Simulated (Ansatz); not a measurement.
**Tl: 1 layer**

The reference is Tl in the hcp (Mg type) structure (space group P6_3/mmc, No. 194; a = 3.520 Å, c = 5.602 Å). Axes: x lies along a and z along c of the hexagonal cell.

Now apply this change: a free-standing slab of 1 layer (1 atom, 1 a layer) is cut normal to the z axis, with 15 Å of vacuum and the in-plane cell held at bulk; forces were under the threshold from the start, so the atoms kept their bulk positions.

All numbers come from Ansatz (a quantum-chemistry and plane-wave program) r2SCAN, no SOC. Γ-centred 15×15×1 mesh, Fermi–Dirac width 0.05 eV, for the changed cell.

| quantity | base | changed | shift |
|---|---|---|---|
| layer's space group (with vacuum) | – | P6/mmm (No. 191) | – |
| shortest interatomic distance | 3.461 Å | 3.520 Å | +0.059 Å |
| band gap | zero | zero | – |

Final structure:

```
Tl
1.0
    3.51952     0.00000     0.00000
    1.75976     3.04800     0.00000
    0.00000     0.00000    15.00000
Tl
1
Direct
  0.66667   0.66667   0.50000
```

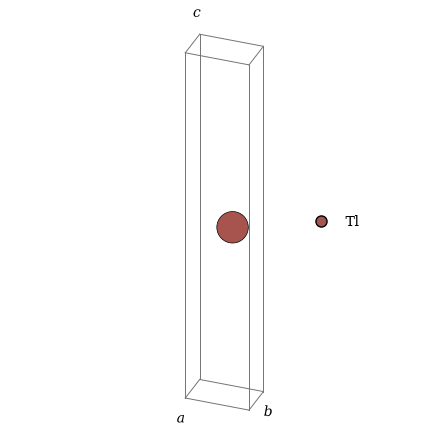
Figure: The relaxed cell after the change

Stability against distortions was not tested.
